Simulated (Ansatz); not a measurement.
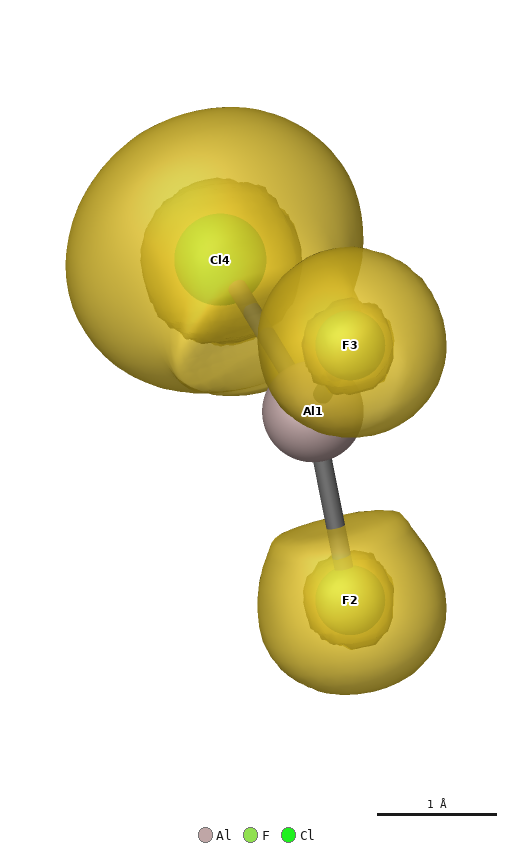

*AlClF2. Isosurface of the electron localisation function at 0.75 (yellow), seen at an oblique angle. Core shells and regions of very low density are left out.*

Theory: RKS PBE-D4/def2-SVP (Ansatz 0.2.0).

Question: Identify the bonds, lone pairs and shells in this picture.

Answer: At this value the surface marks out one region on Cl in which the atom's valence shell and bonds are merged and two regions wrapped around F (the valence shell of each). Along the contacts the grid gives the following. Al–F (1.66 Å): the ELF peaks at about 0.85 in the valence shell of F, 0.6 Å from its nucleus, and is about 0.25 at the midpoint. Al–Cl (2.08 Å): the ELF peaks at about 0.85 in the valence shell of Cl, 0.9 Å from its nucleus, and is about 0.80 at the midpoint.
